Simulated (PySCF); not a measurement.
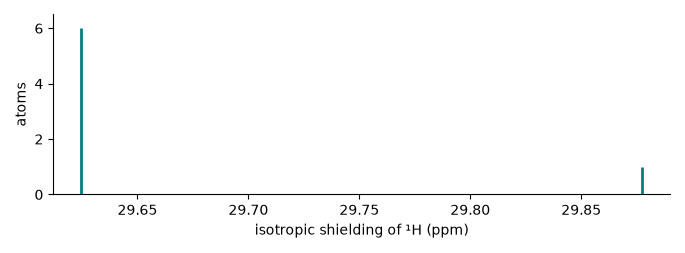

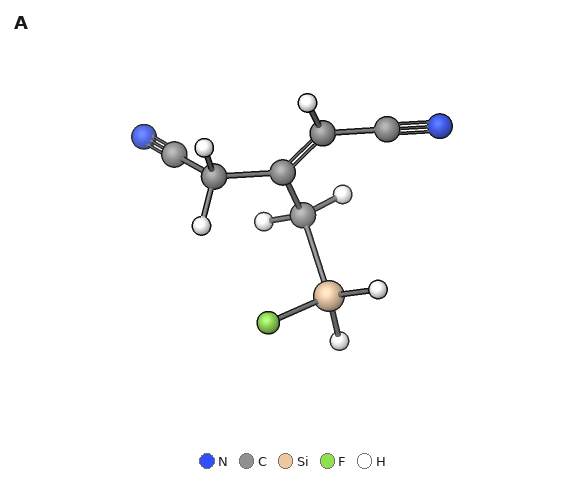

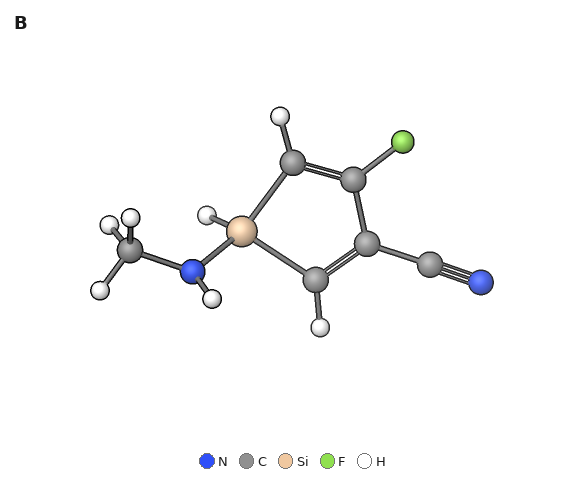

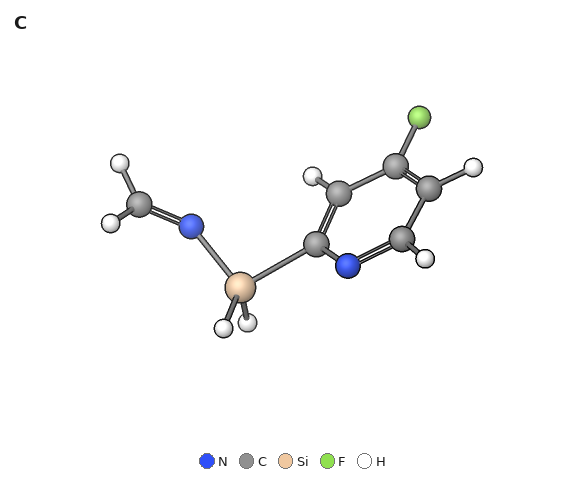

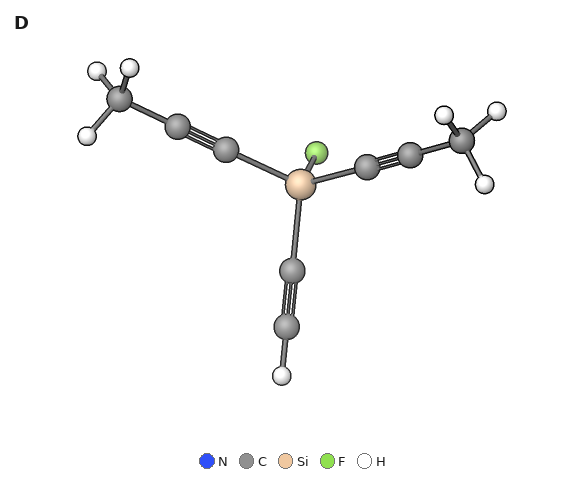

The sticks are computed shieldings of one of the molecules, for one fixed geometry (GFN2-xTB) without averaging over rotations. Low shielding means a high chemical shift. Method: GIAO PBE0/pcSseg-1 NMR shielding, non-relativistic, gas phase (PySCF 2.14.0).

Which molecule gives this pattern?

Answer. D, `C#C[Si](F)(C#CC)C#CC`. Its 7 H atoms give lines at 29.62 (6 atoms), 29.88 ppm.

The geometry is semi-empirical. Around Si such bond lengths and angles can be off by a tenth of an ångström or more and by several degrees, and values that hang on the shape move with them.
